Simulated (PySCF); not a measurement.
# TiO₂: relaxation and vibrations of the singlet

Where does singlet TiO₂ go from a bent start, is the end point a minimum, and what are its modes, charges and moments?

Computed with PySCF 2.14.0. Level: PBE, basis Ti def2-TZVP, O def2-TZVP, no relativity, density fitting.

## (1) Starting geometry

3 atoms, charge 0, spin multiplicity 1.

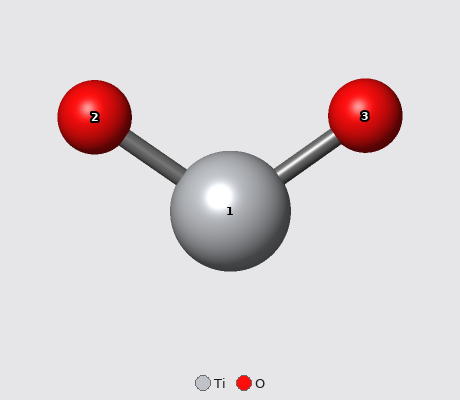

The starting geometry (titanium light grey, oxygen red); atoms are numbered from 1 in the order of the file.

Z-matrix (Å, degrees; charge 0 multiplicity 1):
```
Ti
O  1 1.7400
O  1 1.7400 2 110.00
```

## (2) First SCF at the start

The steps below are one call of a driver around PySCF. For each, scf.py gives the equivalent set-up of the SCF; relaxations use the driver's own optimiser. After this first run the driver tries any further starts and a stability analysis.

Contents of scf.py:

```python
from pyscf import gto, scf, dft
mol = gto.M(atom='''
Ti     0.000000     0.000000     0.000000
O      1.425300     0.000000     0.998000
O     -1.425300     0.000000     0.998000''',
    basis={'Ti': 'def2-TZVP', 'O': 'def2-TZVP'},
    charge=0, spin=0)
mf = dft.RKS(mol, xc='PBE')
mf.grids.atom_grid = (50, 194)
aux = {'Ti': 'def2-universal-JKFIT', 'O': 'def2-universal-JKFIT'}
mf = mf.density_fit(auxbasis=aux)
mf.conv_tol = 1e-08
mf.diis_space = 10
mf.max_cycle = 60
mf.init_guess = 'minao'
mf.verbose = 4
mf.kernel()
```

Run with:

```console
$ OMP_NUM_THREADS=2 python axn.py task.json out
```

The program printed (excerpt; [...] marks lines left out):

```text
[... the frontier levels of the middle cycles are left out ...]
init E= -999.457459706689
  HOMO = -0.414800034159222  LUMO = -0.178513137543316  gap/eV = 6.42969
cycle= 1 E= -998.82473392018  delta_E= 0.633  |g|= 1.99  |ddm|= 2.23
  HOMO = -0.249054205398572  LUMO = -0.125205832285587  gap/eV = 3.37009
cycle= 2 E= -972.231799870705  delta_E= 26.6  |g|= 10.5  |ddm|= 4.64
  HOMO = -0.138315929102955  LUMO = -0.0755313932740806  gap/eV = 1.70845
cycle= 3 E= -987.838029775037  delta_E= -15.6  |g|= 7.61  |ddm|= 2.47
cycle= 4 E= -990.773951191504  delta_E= -2.94  |g|= 7.42  |ddm|= 1.11
cycle= 5 E= -989.026665533837  delta_E= 1.75  |g|= 7.75  |ddm|= 0.659
cycle= 6 E= -993.171152627122  delta_E= -4.14  |g|= 6.39  |ddm|= 0.684
cycle= 7 E= -999.638567225439  delta_E= -6.47  |g|= 0.437  |ddm|= 2.33
cycle= 8 E= -999.607183849016  delta_E= 0.0314  |g|= 0.583  |ddm|= 0.247
cycle= 9 E= -999.657792402249  delta_E= -0.0506  |g|= 0.207  |ddm|= 0.149
cycle= 10 E= -999.66058494428  delta_E= -0.00279  |g|= 0.164  |ddm|= 0.0703
cycle= 11 E= -999.665131579894  delta_E= -0.00455  |g|= 0.0283  |ddm|= 0.0704
cycle= 12 E= -999.66527786113  delta_E= -0.000146  |g|= 0.00159  |ddm|= 0.0112
cycle= 13 E= -999.665278327019  delta_E= -4.66e-07  |g|= 0.000494  |ddm|= 0.000998
cycle= 14 E= -999.665278366332  delta_E= -3.93e-08  |g|= 0.000131  |ddm|= 0.000135
cycle= 15 E= -999.665278369481  delta_E= -3.15e-09  |g|= 9.69e-06  |ddm|= 5.37e-05
  HOMO = -0.21179284233641  LUMO = -0.14026038813563  gap/eV = 1.94650
Extra cycle  E= -999.665278368699  delta_E= 7.83e-10  |g|= 6.42e-05  |ddm|= 3.13e-05
converged SCF energy = -999.665278368699
```

This step, with its further starts and checks, took 17 s on 2 threads of Arm Neoverse V2, shared host.

The starts that the driver tried:

| start | energy (Eh) |
| --- | --- |
| the minimal-basis guess | -999.665278 |
| a thermally smeared density | -999.665278 |
| a smeared PBE density | -999.665278 |

No lower closed-shell solution turned up from the other starts or in the test of internal stability.

## (3) Relaxing the singlet from the bent start

The program finds C2v symmetry in the start, which this walk keeps. The walk stops when the largest gradient is under 0.0003 Eh/bohr and the energy has settled too.

Changes to scf.py since step 2:

```diff
@@ -3,3 +3,3 @@
-Ti     0.000000     0.000000     0.000000
-O      1.425300     0.000000     0.998000
-O     -1.425300     0.000000     0.998000''',
+Ti     0.000000     0.000000    -0.399384
+O      1.425300     0.000000     0.598616
+O     -1.425300     0.000000     0.598616''',
@@ -15 +14,0 @@
-mf.init_guess = 'minao'
```

Steps of the walk:

| step | energy (Eh) | change (kJ/mol) | largest symmetric gradient (Eh/bohr) |
| --- | --- | --- | --- |
| 0 | -999.665278 | 0.00 | 0.07853 |
| 1 | -999.676864 | -30.42 | 0.00525 |
| 2 | -999.677080 | -30.98 | 0.00196 |
| 3 | -999.677085 | -31.00 | 0.00037 |
| 4 | -999.677085 | -31.00 | 0.00000 |

The walk took 7.4 s.

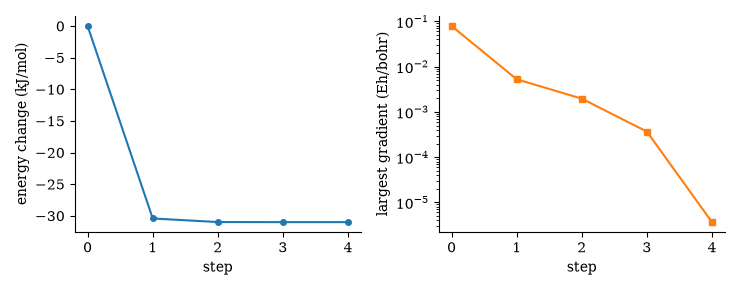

Energy and largest gradient along the walk.

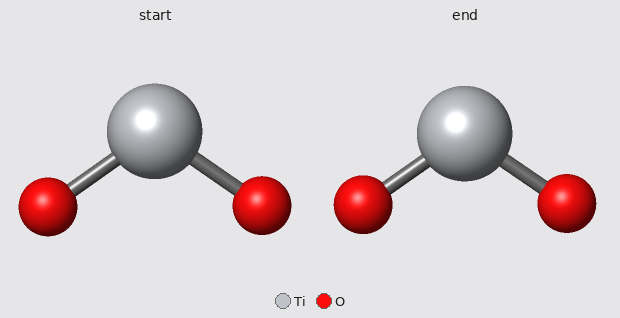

The geometry along the walk, at one scale.

After 4 steps and 31.0 kJ/mol it ends at C2v: Ti–O 1.650 Å (×2); O–Ti–O 110.6°.

## (4) Is it a minimum? Harmonic modes

The point is checked on the finer grid, and tightened if its gradient asks for it. The Hessian and the dipole derivatives come from central differences of analytic gradients, with steps of 0.02 bohr.

Changes to scf.py since step 3:

```diff
@@ -3,3 +3,3 @@
-Ti     0.000000     0.000000    -0.399384
-O      1.425300     0.000000     0.598616
-O     -1.425300     0.000000     0.598616''',
+Ti     0.000000     0.000000    -0.376365
+O      1.356639     0.000000     0.563663
+O     -1.356639     0.000000     0.563663''',
@@ -9 +9 @@
-mf.grids.atom_grid = (50, 194)
+mf.grids.atom_grid = (75, 302)
@@ -12 +12 @@
-mf.conv_tol = 1e-08
+mf.conv_tol = 1e-10
```

The driver hands on the density of the step before, so the log starts near convergence.

SCF at the final geometry:

```text
init E= -999.677202929058
  HOMO = -0.209778816970861  LUMO = -0.128648476136928  gap/eV = 2.20767
cycle= 1 E= -999.677202929022  delta_E= 3.52e-11  |g|= 1.37e-05  |ddm|= 5.56e-06
  HOMO = -0.209780692347697  LUMO = -0.128646811357639  gap/eV = 2.20777
cycle= 2 E= -999.677202927463  delta_E= 1.56e-09  |g|= 9.65e-05  |ddm|= 3.95e-05
  HOMO = -0.209779090678429  LUMO = -0.128648304555666  gap/eV = 2.20768
cycle= 3 E= -999.677202929053  delta_E= -1.59e-09  |g|= 3.61e-07  |ddm|= 3.47e-05
  HOMO = -0.209779064902613  LUMO = -0.128648283679696  gap/eV = 2.20768
cycle= 4 E= -999.677202929056  delta_E= -2.5e-12  |g|= 2.23e-07  |ddm|= 2.63e-07
  HOMO = -0.209779072311904  LUMO = -0.1286482877592  gap/eV = 2.20768
Extra cycle  E= -999.677202929059  delta_E= -3.64e-12  |g|= 1.15e-06  |ddm|= 6.32e-07
converged SCF energy = -999.677202929059
```

The whole step took 21 s.

Geometry: C2v; Ti–O 1.650 Å (×2); O–Ti–O 110.6°.

Harmonic modes (main isotopes):

| symmetry | ω (cm⁻¹) | IR (km/mol) | type |
| --- | --- | --- | --- |
| a1 | 346 | 9.8 | bend |
| b2 | 955 | 348 | stretch |
| a1 | 992 | 30.2 | stretch |

Every mode is real; the point is a minimum.

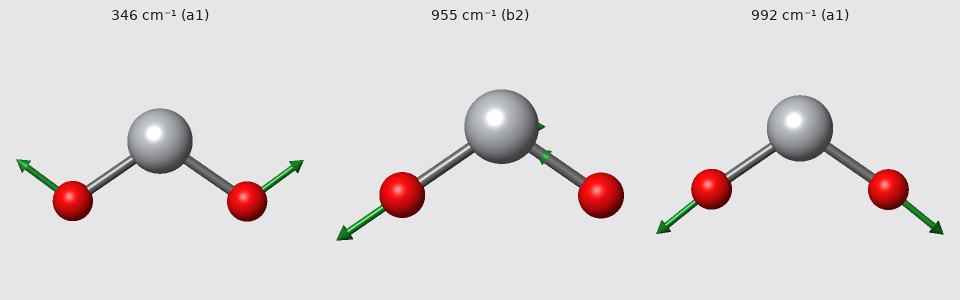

Displacements of 3 of the modes, as arrows (one member where a mode is degenerate).

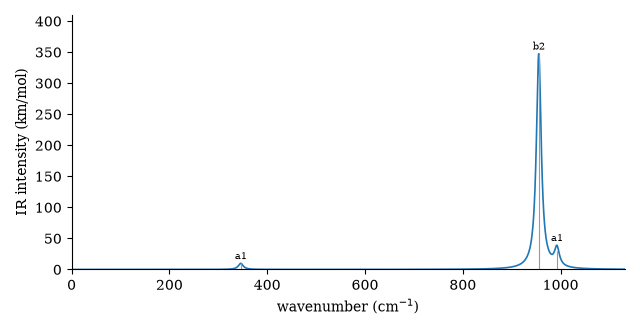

The harmonic infrared spectrum (widths in cm⁻¹). Lines are broadened to a width of 12 cm⁻¹ (Lorentzian).

Constants and moments:

```yaml
Dipole_moment: 6.49 D
Highest_occupied_level: -5.71 eV
Lowest_empty_level: -3.50 eV
Rotational_constants: 0.9942, 0.2863, 0.2223 cm⁻¹
Zero-point_energy: 13.7 kJ/mol
Principal_polarisabilities: 18.7, 25.8, 47.6 bohr³
Atomisation_energy_without_zero-point_energy: 1455 kJ/mol
Principal_traceless_quadrupole_moments_about_the_centre_of_mass: -12.79, 5.62, 7.17 D Å
Entropy_at_298.15_K_and_1_bar: 258.8 J/(mol K)
Heat_capacity_Cp_at_298.15_K: 43.3 J/(mol K)
Enthalpy_at_298.15_K_above_0_K: 11.09 kJ/mol
Rotational_symmetry_number: 2
```

Charges (e) and bond orders:

```csv
atom,Mulliken,Löwdin,polar tensor,Mayer order to Ti1
Ti1,1.06,0.48,1.64,–
"O2,3",-0.53,-0.24,-0.82,2.16
```

Mulliken populations on Ti1: s 6.06, p 12.22, d 2.62, f 0.04.

## (5) Stability of the closed shell

At the lowest minimum the closed shell is tested against spin polarisation, on the (50, 194) grid. It is stable.

## (6) Summary of results

```
                                 quantity                             value
                                  minimum                      singlet, C2v
                                 geometry  Ti–O 1.650 Å (×2); O–Ti–O 110.6°
                       wavenumbers (cm⁻¹)      346 (a1), 955 (b2), 992 (a1)
                            dipole moment                            6.49 D
     highest occupied, lowest empty level                   -5.71, -3.50 eV
               polar-tensor charge of Ti1                           +1.64 e
                        zero-point energy                       13.7 kJ/mol
                      entropy at 298.15 K                   258.8 J/(mol K)
atomisation energy (no zero-point energy)                       1455 kJ/mol
```

In words: The bent start keeps its C2v symmetry and ends in a minimum. The strongest infrared band lies at 955 cm⁻¹ (b2, stretch). With 6.5 D the molecule is strongly polar. Only this shape and spin were tried, so other structures or states may lie lower.

The search up to here took 47 s on 2 threads of Arm Neoverse V2, shared host.
